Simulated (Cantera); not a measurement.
A closed system holds: 1 mol Cu2O, 4.3 mol H2, 0.12 mol H2O, equilibrated at 1898 K.

Method: chemical equilibrium by Gibbs-energy minimisation in Cantera with the NASA 1993 tables (ideal gas, pure condensed phases). Candidate condensed phases: Cu, CuO, Cu(OH)2, Cu2O, H2O; 12 gas species. Kinetics and transport are ignored.

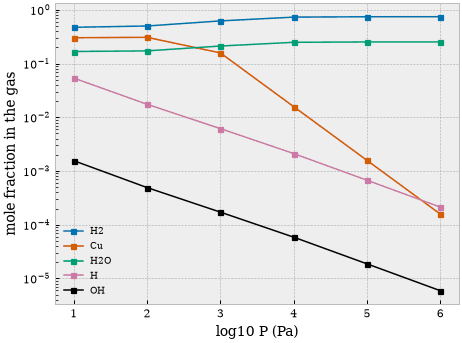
Figure. Equilibrium gas composition (values under 1e-9 drawn at 1e-9)

### Question
Read off the mole fractions at 10000 Pa.

### Answer
H2 about 0.73, H2O about 0.25, Cu about 0.016, H about 0.0021, OH about 5.9e-5.
